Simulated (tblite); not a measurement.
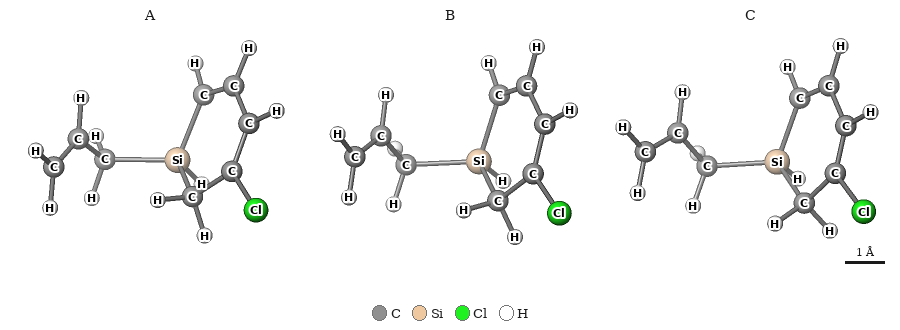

3 geometries from one relaxation of C8H11ClSi, in shuffled order. A ball-and-stick model, seen at a tilt.

Theory: GFN2-xTB geometry optimisation, gas phase (tblite 0.8.0). 

### Order the frames from highest to lowest energy.

C, B, A. They are steps 0, 56, 142, at +15.3 kcal/mol, +0.40 kcal/mol relative to the last. An H atom moves most after the best rigid fit: 0.84 Å. Largest moves by element: H 0.84 Å, C 0.46 Å, Cl 0.21 Å, Si 0.10 Å. Some distances before and after: C–Si 1.845 → 1.918 Å, C–Cl 1.812 → 1.743 Å, C–C 1.278 → 1.336 Å, C–Si 1.823 → 1.870 Å. Among the angles between lasting bonds that change: C–C–C 118.2° → 125.5°, Si–C–C 127.0° → 120.8°, C–C–H 121.6° → 115.4°. Groups turn about C–Si by about 25°. The energy falls by 15.3 kcal/mol in 142 geometry steps.
